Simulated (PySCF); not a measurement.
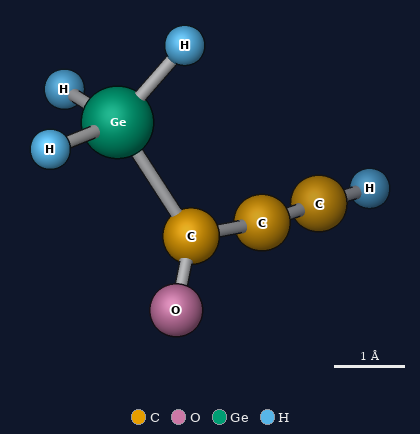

Fig. 1: The structure as given in the input (ball-and-stick view, seen at a tilt). Sticks mark near contacts.

**Excited-state calculation, with input and output: C₃H₄GeO**

- system: C₃H₄GeO, SMILES C#C[C](=O)[GeH3]
- method: TDDFT PBE0/def2-TZVPD, vertical, gas phase, core orbitals frozen in the response (PySCF 2.14.0)

The geometry comes from this level: PBE0-D3(BJ)/def2-SVP.

## Input
```
{"job": {"kind": "uv", "xc": "PBE0", "basis": "def2-TZVPD"}, "charge": 0, "multiplicity": 1}
C      2.220243     0.799647    -0.196219
C      1.427661    -0.111778    -0.073204
C      0.379960    -1.104500     0.086099
O      0.585767    -2.294657     0.048893
Ge    -1.467692    -0.369096     0.371307
H      2.942666     1.588701    -0.307735
H     -1.453163     0.561131     1.596629
H     -1.871333     0.441930    -0.872198
H     -2.413174    -1.557130     0.586520
```

The first line tells a small driver script what to run in PySCF; the rest is the geometry in Å.

Hardware: 1 CPU thread, shared host.

Command:
```bash
OMP_NUM_THREADS=1 python <driver script> task.json out
```

## What the program printed
```
coarse grid: 38024 points
cycle   1  E = -2268.2831428989  dE =  3.474e-02  |g| = 9.929e-01  |ddm| = 5.880e+00
cycle   2  E = -2267.6812307650  dE =  6.019e-01  |g| = 2.000e+00  |ddm| = 2.370e+00
cycle   3  E = -2268.4110733091  dE = -7.298e-01  |g| = 3.456e-01  |ddm| = 1.590e+00
cycle   4  E = -2268.4313124247  dE = -2.024e-02  |g| = 8.333e-02  |ddm| = 3.131e-01
cycle   5  E = -2268.4320868308  dE = -7.744e-04  |g| = 3.825e-02  |ddm| = 1.069e-01
cycle   6  E = -2268.4323923245  dE = -3.055e-04  |g| = 1.662e-02  |ddm| = 2.992e-02
cycle   7  E = -2268.4324604873  dE = -6.816e-05  |g| = 2.865e-03  |ddm| = 1.449e-02
cycle   8  E = -2268.4324620587  dE = -1.571e-06  |g| = 6.487e-04  |ddm| = 4.669e-03
final grid: 79360 points
cycle   9  E = -2268.4324702814  dE =  1.491e-07  |g| = 1.120e-03  |ddm| = 7.543e-03
cycle  10  E = -2268.4324693758  dE =  9.056e-07  |g| = 2.436e-03  |ddm| = 2.128e-03
cycle  11  E = -2268.4324705498  dE = -1.174e-06  |g| = 1.761e-04  |ddm| = 1.289e-03
cycle  12  E = -2268.4324705573  dE = -7.489e-09  |g| = 1.708e-05  |ddm| = 2.860e-04
cycle  13  E = -2268.4324705573  dE = -4.638e-11  |g| = 8.341e-06  |ddm| = 2.330e-05
```

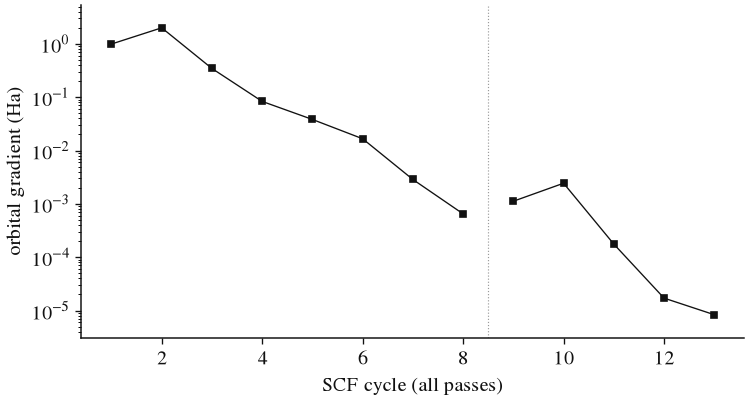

Fig. 2: Convergence of the self-consistent field: orbital gradient against the SCF cycle. The dotted line marks the change from a coarse to the final integration grid. The first 8 cycles use a coarse grid, the final grid takes over at cycle 9, and the field converges after 13 cycles in all.

```
converged SCF energy = -2268.4324705573

Static polarisability (au): isotropic 72.091, principal 52.428 69.998 93.846

Singlet excitations
state   eV       nm        f      main configurations
  1   3.1335    395.7   0.00119   H->L 0.98
  2   4.6128    268.8   0.00000   H-1->L 0.97
  3   5.5858    222.0   0.06751   H-2->L 0.77, H-1->L+1 0.11
  4   5.9588    208.1   0.07271   H->L+1 0.90
  5   6.5377    189.6   0.00143   H-4->L 0.95
  6   6.5409    189.6   0.00517   H-3->L 0.72, H->L+2 0.17
  7   6.5795    188.4   0.02808   H->L+2 0.76, H-3->L 0.10, H->L+3 0.09
  8   6.7740    183.0   0.00063   H-2->L+1 0.86
  9   7.0804    175.1   0.04985   H->L+5 0.76, H->L+3 0.16
 10   7.1003    174.6   0.19525   H->L+3 0.56, H->L+5 0.21, H-3->L 0.09

Triplet excitations (Tamm-Dancoff, eV): 2.5023 3.9069 4.2511 5.3290
```

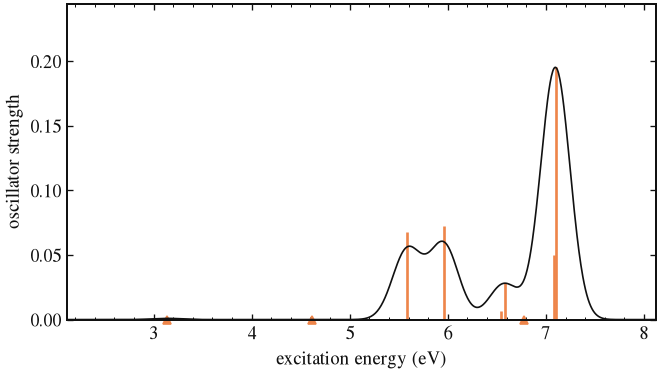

Fig. 3: Computed excitations as sticks (degenerate states added up, dark ones marked on the axis), with a Gaussian envelope of 0.35 eV full width at half maximum, scaled to the tallest. Of the 10 states the lowest lies at 3.13 eV (f = 0.001); the strongest line is at 7.10 eV, or 175 nm (f = 0.195).

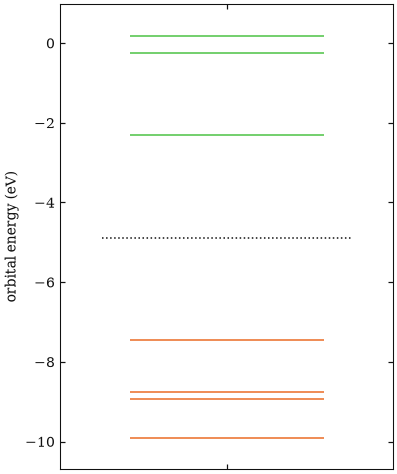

Fig. 4: Orbital energies near the frontier; the dotted line parts filled from empty levels, and levels within 0.02 eV of each other stand side by side. Highest filled −7.45 eV, lowest empty −2.32 eV, 5.13 eV apart.

## Key numbers

```json
{"quantity": "outcome", "value": "converged"}
{"quantity": "total energy", "value": "−2268.432471 hartree"}
{"quantity": "HOMO", "value": "−7.45 eV"}
{"quantity": "LUMO", "value": "−2.32 eV"}
{"quantity": "dipole moment", "value": "2.82 D"}
{"quantity": "mean polarisability", "value": "72.09 a.u."}
{"quantity": "lowest singlet excitation", "value": "3.13 eV"}
{"quantity": "wall time", "value": "39 s"}
{"quantity": "peak memory", "value": "0.93 GiB"}
```

## Notes

Spin–orbit coupling is left out, which matters for the heavy atoms.
